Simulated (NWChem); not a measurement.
## Single-point calculation, with input and output: CH₆AlFSi (charge +1) (part 3 of 3)

The same run, continued: CH₆AlFSi, charge +1, multiplicity 2; HF/STO-3G, UHF (NWChem 7.3.0). The geometry is that of the parent species in another charge or spin state. The geometry comes from this level: PBE0-D4/def2-TZVP.

Geometry of the input (Å):
```
C  0.2093  1.5221  -0.5497
Si -0.4873  0.1857  0.5781
Al 0.3205  -2.0619  0.0185
F  -0.2713  -3.3244  0.9101
H  -0.1710  2.5049  -0.2628
H  -0.0699  1.3408  -1.5899
H  1.2998  1.5511  -0.4953
H  -1.9787  0.1980  0.5096
H  -0.1292  0.4904  1.9955
H  1.3611  -2.4579  -1.1110
```

### The program's output, continued
```
 Vector   32  Occ=0.000000D+00  E= 5.470766D-01
              MO Center=  3.4D-01,  1.4D+00, -6.9D-01, r^2= 1.6D+00
   Bfn.  Coefficient  Atom+Function         Bfn.  Coefficient  Atom+Function
  ----- ------------  ---------------      ----- ------------  ---------------
     3      0.840911   1 C  px               30      0.823946   6 H  s
    31     -0.823424   7 H  s                 5      0.674477   1 C  pz
    12     -0.273824   2 Si px               14     -0.214728   2 Si pz
    32     -0.181193   8 H  s                33      0.177486   9 H  s

 Vector   33  Occ=0.000000D+00  E= 5.486224D-01
              MO Center=  1.3D-01,  1.7D+00, -4.8D-01, r^2= 1.7D+00
   Bfn.  Coefficient  Atom+Function         Bfn.  Coefficient  Atom+Function
  ----- ------------  ---------------      ----- ------------  ---------------
    29      0.908829   5 H  s                 4     -0.696641   1 C  py
     5     -0.588203   1 C  pz                3      0.578793   1 C  px
    30     -0.520430   6 H  s                31     -0.522480   7 H  s
    13      0.227229   2 Si py               12     -0.164038   2 Si px
    14      0.161460   2 Si pz

 Vector   34  Occ=0.000000D+00  E= 5.833683D-01
              MO Center=  3.2D-01,  1.9D+00, -7.5D-01, r^2= 1.3D+00
   Bfn.  Coefficient  Atom+Function         Bfn.  Coefficient  Atom+Function
  ----- ------------  ---------------      ----- ------------  ---------------
     2      1.307793   1 C  s                29     -0.810079   5 H  s
    30     -0.711945   6 H  s                31     -0.711206   7 H  s
     4      0.518667   1 C  py                5     -0.360302   1 C  pz
     3      0.207701   1 C  px                1     -0.203039   1 C  s

 center of mass
 --------------
 x =  -0.15022079 y =  -1.88297883 z =   0.54235561

 moments of inertia (a.u.)
 ------------------
        1101.846703435946          32.198666613142          53.513998858870
          32.198666613142         170.877680874125         139.205846541020
          53.513998858870         139.205846541020        1061.845160176749

  Mulliken analysis of the total density
  --------------------------------------

    Atom       Charge   Shell Charges
 -----------   ------   -------------------------------------------------------
    1 C    6     6.34   1.99  1.24  3.11
    2 Si  14    13.42   2.00  1.99  5.89  1.31  2.23
    3 Al  13    12.03   2.00  1.98  5.81  1.06  1.17
    4 F    9     9.26   2.00  1.96  5.30
    5 H    1     0.89   0.89
    6 H    1     0.91   0.91
    7 H    1     0.91   0.91
    8 H    1     1.07   1.07
    9 H    1     1.07   1.07
   10 H    1     1.10   1.10

  Mulliken analysis of the alpha density
  --------------------------------------

    Atom       Charge   Shell Charges
 -----------   ------   -------------------------------------------------------
    1 C    6     3.19   1.00  0.62  1.57
    2 Si  14     6.93   1.00  0.99  2.95  0.67  1.31
    3 Al  13     6.03   1.00  0.99  2.91  0.49  0.64
    4 F    9     4.71   1.00  0.98  2.73
    5 H    1     0.45   0.45
    6 H    1     0.46   0.46
    7 H    1     0.46   0.46
    8 H    1     0.55   0.55
    9 H    1     0.55   0.55
   10 H    1     0.67   0.67

   Mulliken analysis of the beta density
   -------------------------------------

    Atom       Charge   Shell Charges
 -----------   ------   -------------------------------------------------------
    1 C    6     3.15   1.00  0.62  1.54
    2 Si  14     6.49   1.00  0.99  2.94  0.64  0.92
    3 Al  13     5.99   1.00  0.99  2.90  0.57  0.53
    4 F    9     4.55   1.00  0.98  2.57
    5 H    1     0.43   0.43
    6 H    1     0.46   0.46
    7 H    1     0.46   0.46
    8 H    1     0.52   0.52
    9 H    1     0.52   0.52
   10 H    1     0.43   0.43

   Mulliken analysis of the spin density
   -------------------------------------

    Atom       Charge   Shell Charges
 -----------   ------   -------------------------------------------------------
    1 C    6     0.04   0.00  0.00  0.03
    2 Si  14     0.44   0.00  0.00  0.01  0.03  0.40
    3 Al  13     0.04  -0.00 -0.00  0.01 -0.08  0.11
    4 F    9     0.16  -0.00  0.00  0.16
    5 H    1     0.02   0.02
    6 H    1    -0.00  -0.00
    7 H    1    -0.00  -0.00
    8 H    1     0.03   0.03
    9 H    1     0.03   0.03
   10 H    1     0.24   0.24

       Multipole analysis of the density wrt the origin
       ------------------------------------------------

     L   x y z        total         alpha         beta         nuclear
     -   - - -        -----         -----         ----         -------
     0   0 0 0      1.000000    -24.000000    -23.000000     48.000000

     1   1 0 0      0.171470      3.423947      3.417312     -6.669788
     1   0 1 0     -1.561117     39.305162     37.301487    -78.167765
     1   0 0 1      0.130717    -11.744276    -11.317049     23.192042

     2   2 0 0    -22.328821    -36.018143    -33.067487     46.756809
     2   1 1 0     -2.061739      3.904290      1.660616     -7.626645
     2   1 0 1      1.067083     19.410118     17.529748    -35.872783
     2   0 2 0    -17.803053   -347.367834   -334.353276    663.918056
     2   0 1 1      1.558460     55.917787     56.311633   -110.670961
     2   0 0 2    -23.178657    -52.920554    -49.782160     79.524056

 Task  times  cpu:        7.9s     wall:        7.9s
 Total times  cpu:        7.9s     wall:        7.9s
```

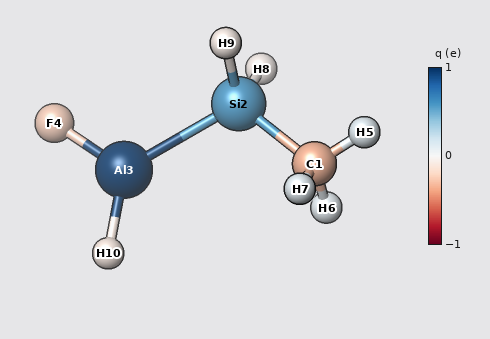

Mulliken charges, as the colour of each atom (ball-and-stick view, seen at an oblique angle; atoms are numbered from 1 in the order of the input). By element: C −0.34, Si +0.58, Al +0.97, F −0.26 and H −0.10 to +0.11 e.

### Key numbers

- outcome: converged
- total energy: −663.362545 hartree
- basis functions: 34
- ⟨S²⟩: 0.775
- SCF solution under orbital rotations: stable
- hardware: 1 thread of AMD EPYC (Zen 3), 32 GiB of memory available, shared host
- wall time: 8.7 s
- peak memory: 0.094 GiB
